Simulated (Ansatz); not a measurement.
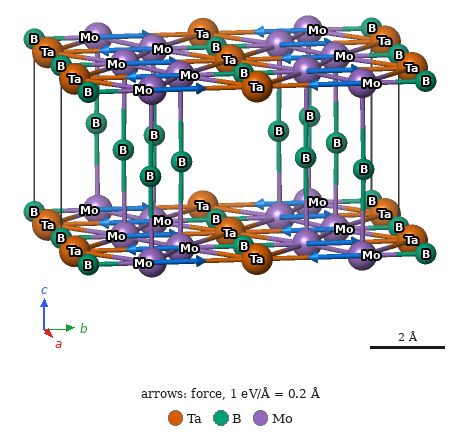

Starting geometry of a crystal of TaB3Mo2 (a generated structure, set up in Cmmm) (coarse preliminary run) with the computed forces as blue arrows. Style: ball-and-stick. Shown: the conventional cell (2 times the calculation's cell), repeated 2 × 1 × 1 with one cell outlined, slightly off an axis. Lengths and directions refer to the drawn axes.

Theory: Ansatz, DFT PBE, scalar-relativistic, plane waves, PAW. Settings: plane-wave cutoff 420 eV; k-point mesh 4 × 4 × 4; occupations gaussian; smearing width 0.1 eV; no spin polarisation; cell and atoms relaxed; force threshold 0.04 eV/Å; at most 70 steps.

What follows when this structure is relaxed?

Answer. It isn't relaxed: the largest force vector, on Mo atoms, is 7.69 eV/Å. The final displacements have little in common with the starting forces (cosine between the two patterns 0.14). After 18 accepted moves (20 points after the start) the energy has fallen by 1781 meV per atom. The largest force component goes from 7.7 to 0.012 eV/Å. The pressure goes from 28.02 to 0.02 GPa. The SCF was repeated twice at an unchanged geometry on a basis and grid sized afresh for the cell, which shifted the energy by 5.9 meV per atom at most. The largest moves relative to the cell, 1.67 Å, are those of B atoms. By element the largest moves are B 1.67 Å, Mo 0.04 Å. Ta stays in place. The volume changes by −17.2 %, with a 4.101 → 4.487 Å (+9.4 %), b 9.362 → 11.032 Å (+17.8 %), c 4.788 → 3.073 Å (−35.8 %). Near-neighbour distances that change, for instance: Ta–Ta 4.788 → 3.073 Å, Mo–Mo 4.788 → 3.073 Å, B–Ta 3.806 → 2.378 Å, B–Mo 3.372 → 2.736 Å. New bonds form: B–Ta (3.81 → 2.38 Å). Among the angles between lasting bonds that change: Mo–B–Mo 178.2° → 88.2°, Mo–Ta–Mo 98.7° → 93.4°, Mo–Ta–Mo 81.3° → 86.6°. The space group stays Cmmm (No. 65). Cost: 94 s on 1 thread of Arm Neoverse V1 (shared host), peak memory 0.4 GiB.
